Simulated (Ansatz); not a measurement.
Consider PbF₂ in the fluorite structure (space group Fm-3m, No. 225; a = 6.0009 Å).

It is then changed as follows: cell and atoms relaxed at a pressure of 4.5 GPa.

Computed with plane-wave PAW DFT at the PBE level (Ansatz, an electronic-structure program, 420 eV), no spin-orbit coupling, earlier PAW set.

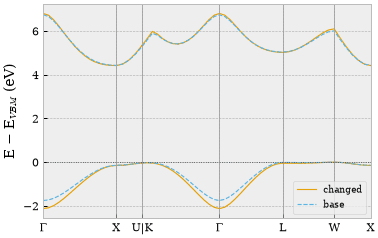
Figure. Highest valence and lowest conduction band along the path, each from its own valence-band maximum

Question: Read the changed gap and its character from the plot.

Answer: About 4.4 eV, indirect, W → X.

With Pb present, leaving out spin-orbit coupling can change the band edges. Load acts through the strain it causes; cell and atoms are relaxed under it. No phonon test of stability was made.
